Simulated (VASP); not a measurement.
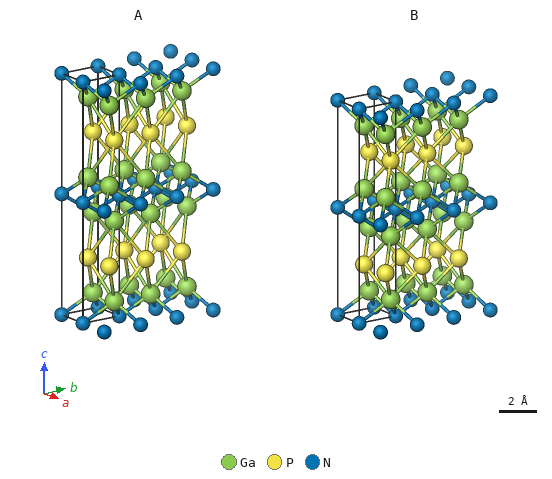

Two geometries of crystalline Ga2PN (a generated structure, set up in P6_3/mmc), drawn at one scale. One is the start of a relaxation, the other its converged end. A ball-and-stick model of the cell of the calculation, repeated 2 × 3 × 1 with one cell outlined, seen slightly off an axis.

All numbers below come from Kohn-Sham DFT of a periodic cell, PBE, VASP PAW PBE potentials, recommended (VASP). Set-up: plane-wave cutoff 520 eV; k-point mesh 5 × 5 × 1; occupations gaussian; smearing width 0.15 eV; no spin polarisation.

Question: Which one is relaxed?

Answer: Structure B is the relaxed one. The run lets cell and atoms move. The energy falls by 1.538 eV per cell of the calculation in 9 geometry steps. The largest force component goes from 2.3 to 0.0091 eV/Å. The pressure goes from −1.72 to −0.07 GPa. The largest moves relative to the cell, 0.23 Å, are those of Ga atoms. P and N stay in place. Cell: a = b 3.194 → 3.216 Å (+0.7 %), c 13.393 → 11.898 Å (−11.2 %). Volume −9.9 %. Among the contacts that change: Ga–P 2.895 → 2.555 Å, Ga–N 2.155 → 2.221 Å. Bond angles that change, for instance: Ga–N–Ga 95.6° → 92.8°, Ga–N–Ga 84.4° → 87.2°, N–Ga–N 95.6° → 92.8°. The space group stays P6_3/mmc (No. 194).
